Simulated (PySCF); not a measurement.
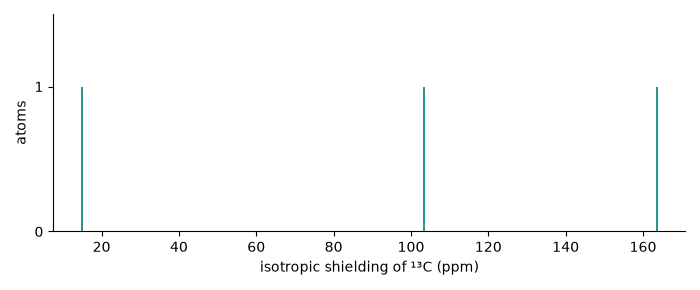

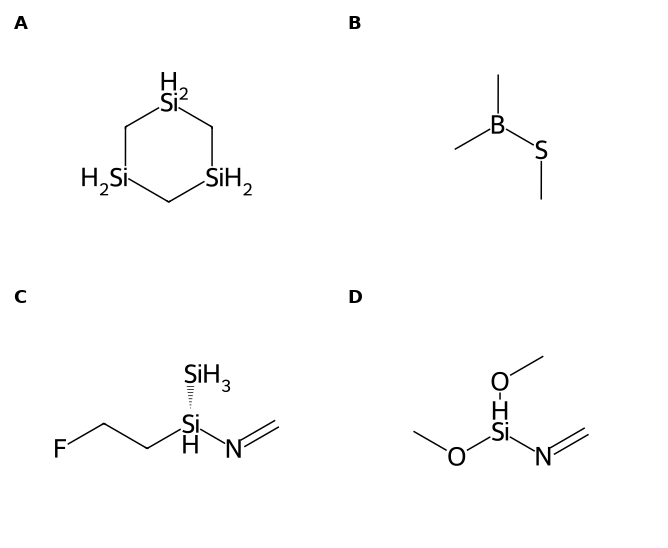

The sticks are computed shieldings of one of the molecules, for one fixed geometry (GFN2-xTB) without averaging over rotations. Low shielding means a high chemical shift. Method: GIAO PBE0/pcSseg-1 NMR shielding, non-relativistic, gas phase (PySCF 2.14.0).

> Which molecule gives this pattern?

C, `C=N[Si@@H]([SiH3])CCF`. Its 3 C atoms give lines at 14.9, 103.4, 163.5 ppm.

The geometry is semi-empirical. Around Si such bond lengths and angles can be off by a tenth of an ångström or more and by several degrees, and values that hang on the shape move with them.
